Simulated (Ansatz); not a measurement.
# C2HClF2 (SMILES FC(F)=CCl): PBE-QIDH/6-31G(d) (spherical functions)

Aim: the electronic atomisation energy of C2HClF2 at PBE-QIDH/6-31G* (spherical functions), from 5 runs. 

The results are computed with Ansatz 0.2.0.

68 further runs of the same task are left out: 68 set aside as unsound or not needed.

## (1) The system as given

C2HClF2: 6 atoms, total charge 0, spin state singlet. SMILES: `FC(F)=CCl`. The shape is that of a PBE0-D4/def2-TZVP optimisation.

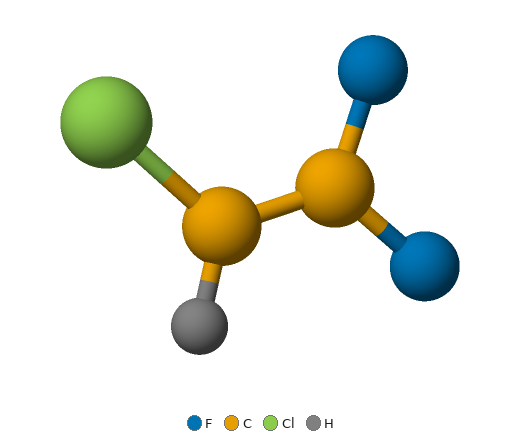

Viewed from a chosen angle; fluorine blue, carbon amber, chlorine green, hydrogen grey.

## (2) A single-point energy at PBE-QIDH/6-31G(d) (spherical functions)

The input, job.yaml:

```yaml
crystal:
  periodic: [false, false, false]
  atoms:
    - {symbol: F, position_ang: [0.901010, -0.810380, 1.342040]}
    - {symbol: C, position_ang: [0.267650, -0.562200, 0.220370]}
    - {symbol: F, position_ang: [0.192510, -1.632620, -0.522730]}
    - {symbol: C, position_ang: [-0.218360, 0.626770, -0.086550]}
    - {symbol: Cl, position_ang: [-1.039010, 0.926430, -1.552100]}
    - {symbol: H, position_ang: [-0.103800, 1.452000, 0.598970]}
basis:
  gaussian:
    orbitals: 6-31G_st_-spherical.json
hamiltonian:
  xc: {name: PBE-QIDH}
correlation:
  frozen_orbitals: {C: 1, Cl: 5, F: 1, H: 0}
accuracy: high
output: {orbitals: {seedname: orbitals}}
```

The basis set 6-31G* is read from a file made from the Basis Set Exchange's data (not shown).

Launch:

```console
$ ansatz run job.yaml --threads 1 --pin off --max-ram 3480MiB --events-out events.jsonl --progress --plain --runs-dir runs
```

Standard output:

```text
Warning: RAYON_NUM_THREADS=1 ignored (pool sized by the plan → 1); use --threads N
Functional definition: PBE-QIDH
  name "PBE-QIDH"
  parameter a = 3^(-1/3)
  parameter c = 1/3
  exchange = (1 - a)*pbe_x + a*exact_x
  correlation = (1 - c)*pbe_c + c*(mp2_os + mp2_ss)
1683 factors; integrals over basis functions are off by at most 5.4e-9 eV
mean field evaluation 1: about -20018.1849 eV, gradient 2.8e1 eV
mean field evaluation 2: about -20018.2506 eV, gradient 2.8e1 eV
mean field evaluation 4: about -20019.7662 eV, gradient 2.4e0 eV
mean field evaluation 8: about -20019.7834 eV, gradient 1.1e-1 eV
mean field evaluation 16: about -20019.7835 eV, gradient 1.1e-4 eV
mean field -20019.78346839 eV, -735.7134725666 hartree, gradient 4.5e-8 eV, S^2 0.000000; 0 other end points of the search recorded, 0 dependent functions left out
9 core orbitals not correlated: weight in the atoms' cores, before any rotation towards them, 1.000 or more for the frozen orbitals, at most 0.000 for the correlated occupied ones
reference -20019.78346898 eV, -735.7134725884 hartree; 15, 15 occupied and 52, 52 virtual orbitals, 1683 factors
second order -21.90420918 eV of doubles, -0.00000000 eV of singles
Total energy: -20027.08487204 eV, -735.9817942017 hartree
```

Wall time 8.4 s (1 thread of Arm Neoverse V1, shared host); peak memory 0.23 GiB.

## (3) The C atom at the same level

The input, job.yaml:

```yaml
crystal:
  periodic: [false, false, false]
  atoms:
    - {symbol: C, position_ang: [0.000000, 0.000000, 0.000000]}
basis:
  gaussian:
    orbitals: 6-31G_st_-spherical.json
magnetization:
  spin_polarized: true
  initial_magnetization: 2
hamiltonian:
  xc: {name: PBE-QIDH}
correlation:
  frozen_orbitals: {C: 1}
accuracy: high
```

The basis set 6-31G* is read from a file made from the Basis Set Exchange's data (not shown).

Run the same way, it converges to -37.78314 Eh (log not shown).

## (4) The Cl atom

The input, in.yaml:

```yaml
basis:
  gaussian:
    orbitals: 6-31G_st_-spherical.json
crystal:
  periodic: [false, false, false]
  atoms:
    - {symbol: Cl, position_ang: [0.000000, 0.000000, 0.000000]}
magnetization:
  spin_polarized: true
  initial_magnetization: 1
hamiltonian:
  xc: {name: PBE-QIDH}
correlation:
  frozen_orbitals: {Cl: 5}
accuracy: high
```

The basis set 6-31G* is read from a file made from the Basis Set Exchange's data (not shown).

Run the same way, it converges to -459.86297 Eh (log not shown).

## (5) The F atom, same level

The input, in.yaml:

```yaml
crystal:
  periodic: [false, false, false]
  atoms:
    - {symbol: F, position_ang: [0.000000, 0.000000, 0.000000]}
basis:
  gaussian: {orbitals: 6-31G_st_-spherical.json}
magnetization: {spin_polarized: true, initial_magnetization: 1}
hamiltonian: {xc: {name: PBE-QIDH}}
correlation: {frozen_orbitals: {F: 1}}
accuracy: high
```

The basis set 6-31G* is read from a file made from the Basis Set Exchange's data (not shown).

Run the same way, it converges to -99.59009 Eh (log not shown).

## (6) The H atom

The input, in.yaml:

```yaml
crystal:
  periodic: [false, false, false]
  atoms:
    - {symbol: H, position_ang: [0.000000, 0.000000, 0.000000]}
basis:
  gaussian:
    orbitals: "6-31G*"
hamiltonian:
  xc: {name: PBE-QIDH}
accuracy: high
magnetization:
  spin_polarized: true
  initial_magnetization: 1
correlation:
  frozen_orbitals: {H: 0}
```

Launch:

```console
$ ansatz run in.yaml --threads 1 --pin off --max-ram 3480MiB --events-out events.jsonl --progress --plain --runs-dir runs
```

Standard output:

```text
Warning: RAYON_NUM_THREADS=1 ignored (pool sized by the plan → 1); use --threads N
[... 6 set-up lines as earlier in the session ...]
3 factors; integrals over basis functions are off by at most 5.4e-10 eV
mean field evaluation 1: about -13.5976 eV, gradient 1.1e0 eV
mean field evaluation 2: about -13.5974 eV, gradient 1.1e0 eV
mean field evaluation 4: about -13.6089 eV, gradient 2.2e-4 eV
mean field evaluation 8: about -13.6089 eV, gradient 2.0e-8 eV
mean field -13.60885662 eV, -0.5001162562 hartree, gradient 8.0e-8 eV, S^2 0.750000; 0 other end points of the search recorded, 0 dependent functions left out
reference -13.60885711 eV, -0.5001162743 hartree; 1, 0 occupied and 1, 2 virtual orbitals, 3 factors
second order 0.00000000 eV of doubles, -0.00000000 eV of singles
Total energy: -13.60885711 eV, -0.5001162743 hartree
```

Wall time 0.12 s (1 thread of Arm Neoverse V1, shared host).

## (7) Results

At PBE-QIDH/6-31G* (spherical functions), 9 core orbitals frozen:

| quantity | value |
| --- | --- |
| molecule: total energy | -735.98179 Eh |
| molecule: HOMO energy (SCF part's orbitals) | -9.29 eV |
| molecule: LUMO energy (SCF part's orbitals) | 2.74 eV |
| molecule: HOMO–LUMO gap (SCF part's orbitals) | 12.02 eV |
| C atom: total energy | -37.78314 Eh |
| C atom: ⟨S²⟩ | 2.003 |
| Cl atom: total energy | -459.86297 Eh |
| Cl atom: ⟨S²⟩ | 0.754 |
| F atom: total energy | -99.59009 Eh |
| F atom: ⟨S²⟩ | 0.752 |
| H atom: total energy | -0.50012 Eh |
| H atom: ⟨S²⟩ | 0.750 |
| electronic atomisation energy | 23.735 eV |

Taking the molecule apart into free atoms costs 23.73 eV (2290 kJ/mol), before zero-point energy and without spin-orbit coupling.
